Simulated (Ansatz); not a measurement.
## Electronic structure of C$_{2}$H$_{8}$Si···H$_{2}$O in real space

```
atom    x (Å)    y (Å)    z (Å)
  Si  -0.0534   0.2776  -0.3802
   H   1.4254   0.3553  -0.6676
   C  -0.4211  -1.2382   0.6966
   C  -0.9958   0.2638  -2.0321
   H  -0.4131   1.5340   0.3714
   H   2.3792   0.6192   1.6217
   O   1.8481   0.6251   2.4428
   H  -1.4980  -1.3014   0.9555
   H   0.1672  -1.1461   1.6311
   H  -0.1351  -2.1805   0.1857
   H  -2.0928   0.2403  -1.8662
   H  -0.7633   1.1667  -2.6330
   H  -0.7263  -0.6257  -2.6383
   H   1.2792   1.4097   2.3126
```

Computed with RKS BLYP/def2-SVP in Ansatz.

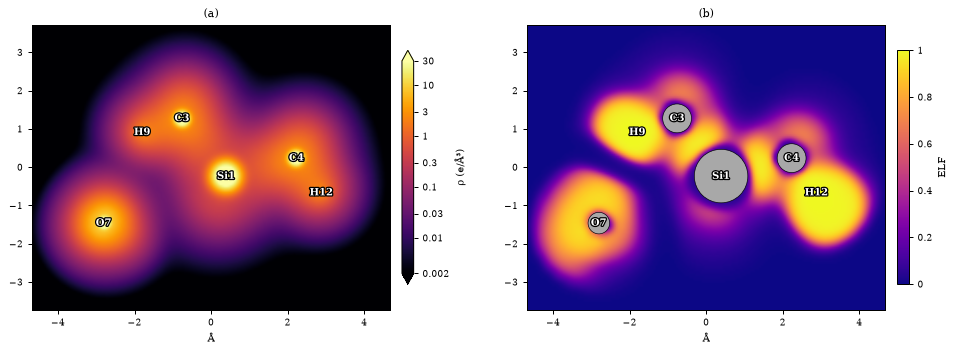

Figure 1. (a) electron density; (b) ELF on the plane of atoms Si1, C4 and H12. Grey discs cover the atomic cores in the ELF map.

Question: Describe what can be read from this map.

Answer:
- Atoms in the plane: Si, C, O and H.
- Si1···O7 (3.42 Å): the density falls to about 0.04 e/Å³ on the way; the ELF dips to about 0 between them; a non-bonded, intermolecular contact.
- C–Si (1.90 Å): the density is about 0.92 e/Å³ at the midpoint; the ELF peaks at about 0.95 between the atoms, as expected for a shared electron pair.
- C–H (1.11 Å): ρ at the midpoint is about 1.9 e/Å³; the ELF climbs to about 1 towards the hydrogen, as it does in any bond to H (a covalent bond by its length).
- The ELF also peaks beside O7, away from the bonds: lone-pair regions.

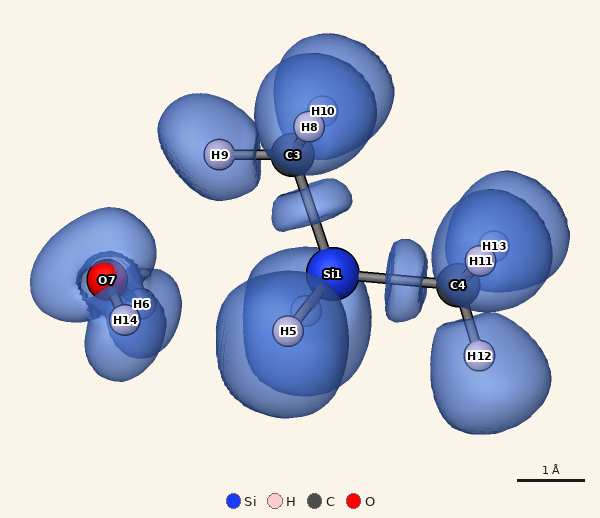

Figure 2. Isosurface of the electron localisation function at 0.8 (blue), seen across its widest extent. Core shells and regions of very low density are left out.

Question: Describe the localisation domains.

Answer: The surface consists of two regions between bonded C–Si atoms (shared pairs), eight regions around hydrogen nuclei and one joined region spread over several atoms (H, O), in which their bonds and any lone pairs are merged.

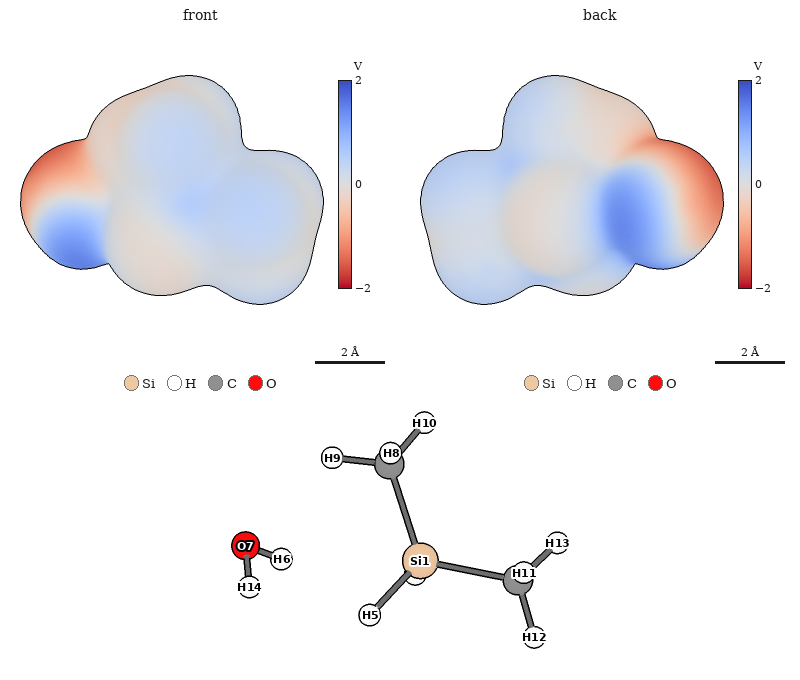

Figure 3. The molecular electrostatic potential painted on the density surface at 0.001 e/bohr³, seen from the front and from behind; red is negative and blue positive. The bare structure is drawn below in the same view.

Question: Which sites attract a positive test charge, and which a negative one?

Answer: A positive charge is drawn to the negative regions and a negative charge to the positive ones. The most negative region (about −1.5 V, or −35 kcal/mol for a unit charge) lies over O7, the most positive (about +1.4 V, or +32 kcal/mol for a unit charge) over H6 and H14. O7 is the likeliest acceptor of a hydrogen bond.
